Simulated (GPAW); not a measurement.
Consider SrSi (Cmcm).

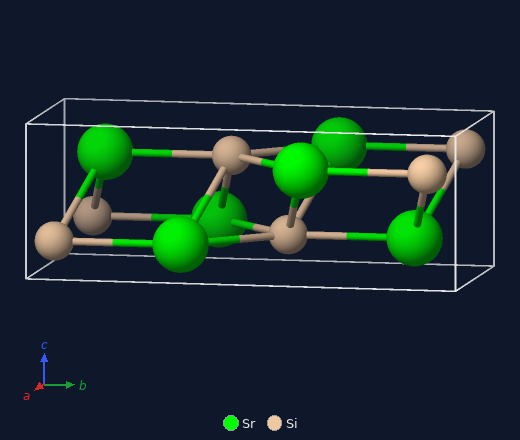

The structure (strontium green, silicon light orange). Some periodic images of atoms are drawn too.

```cif
data_structure
_symmetry_space_group_name_H-M 'P 1'
_symmetry_Int_Tables_number 1
_cell_length_a 6.1583
_cell_length_b 6.1583
_cell_length_c 4.0400
_cell_angle_alpha 90.000
_cell_angle_beta 90.000
_cell_angle_gamma 133.823
_cell_volume 110.54
loop_
_atom_site_label
_atom_site_type_symbol
_atom_site_fract_x
_atom_site_fract_y
_atom_site_fract_z
_atom_site_occupancy
Sr1 Sr 0.36000 0.64000 0.25000 1
Sr2 Sr 0.64000 0.36000 0.75000 1
Si3 Si 0.06600 0.93400 0.25000 1
Si4 Si 0.93400 0.06600 0.75000 1
```

Absorber: atom 3, with 2 Si at 2.51 Å (bent, 107°, site symmetry m2m). Method: GPAW, LDA, excited-electron core hole (neutral cell), 16-atom cell with 7.4 Å between holes, 5×5×4 k points, dipole transitions, Gaussian full width 0.9 eV up to 4 eV, rising linearly to 3.5 eV at 25 eV.

Where do the maxima of the Si K edge fall?

Main maxima up to 24 eV above the zero (height): 2.5 eV (1.18), 5.4 eV (1.77) and 19.8 eV (0.91). A K edge sees empty p states on the absorber. The total-energy difference is 1842.87 eV. One term is added: -14.86 eV, since the hole is spin-paired here and a spin-polarised one costs that much less in the free atom (computed apart). The photon energy is then 1828.01 eV. The tabulated edge of the element is 1839 eV. The functional leaves an error in such absolute values: in the free atom LDA prices this hole 7.8 eV below PBE (computed apart), and PBE is itself good to a few eV.

The Si K spectrum (energy from the lowest empty level; intensity scaled to a mean of 1 over the first 20 eV; polarised curves are means over the symmetry-equivalent atoms):

| E (eV) | isotropic | ε ∥ x | ε ∥ y | ε ∥ z |
| --- | --- | --- | --- | --- |
| -2.0 | 0.00 | 0.00 | 0.00 | 0.00 |
| -0.5 | 0.09 | 0.04 | 0.08 | 0.13 |
| 1.0 | 0.87 | 0.46 | 0.83 | 1.31 |
| 2.5 | 1.18 | 0.75 | 1.26 | 1.55 |
| 4.0 | 1.48 | 1.25 | 1.71 | 1.47 |
| 5.5 | 1.77 | 2.22 | 1.71 | 1.38 |
| 7.0 | 1.41 | 1.51 | 1.36 | 1.34 |
| 8.5 | 0.96 | 1.05 | 0.89 | 0.95 |
| 10.0 | 0.77 | 0.63 | 0.64 | 1.03 |
| 11.5 | 0.75 | 0.58 | 0.74 | 0.92 |
| 13.0 | 0.73 | 0.54 | 0.87 | 0.78 |
| 14.5 | 0.76 | 0.55 | 0.79 | 0.93 |
| 16.0 | 0.78 | 0.75 | 0.76 | 0.84 |
| 17.5 | 0.83 | 0.89 | 0.88 | 0.73 |
| 19.0 | 0.90 | 1.00 | 0.95 | 0.75 |
| 20.5 | 0.90 | 1.01 | 0.86 | 0.84 |
| 22.0 | 0.83 | 0.88 | 0.77 | 0.85 |
| 23.5 | 0.77 | 0.78 | 0.73 | 0.81 |
| 25.0 | 0.73 | 0.75 | 0.72 | 0.72 |
| 26.5 | 0.70 | 0.76 | 0.72 | 0.63 |
| 28.0 | 0.70 | 0.75 | 0.73 | 0.62 |
| 29.5 | 0.69 | 0.72 | 0.72 | 0.64 |

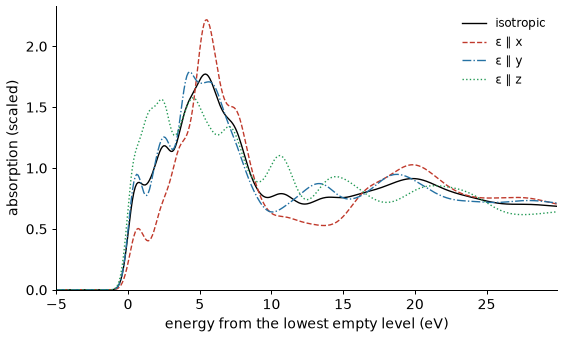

The Si K edge.

The structure is a published determination, not relaxed.

[Banner, clock and machine lines of the logs are left out without a mark of their own.]

[Logs are printed without paths, hosts, clocks, repeated set-up lines and the standing remarks that a program may print on its own settings, such as how far it seeks lower states.]

[Hosts, paths, dates, database ids (printed as entryN), source tags and the programs' standing remarks are cut or masked in the printed files.]

[Lists of maxima count a maximum above −3 eV only where it reaches 4 % of the highest in the window and stands out from its surroundings by 2 % of it (1.5 % where it reaches 55 %); shoulders and weaker maxima are passed over, and of the rest the first, up to two pre-edge ones and the few strongest are named.]
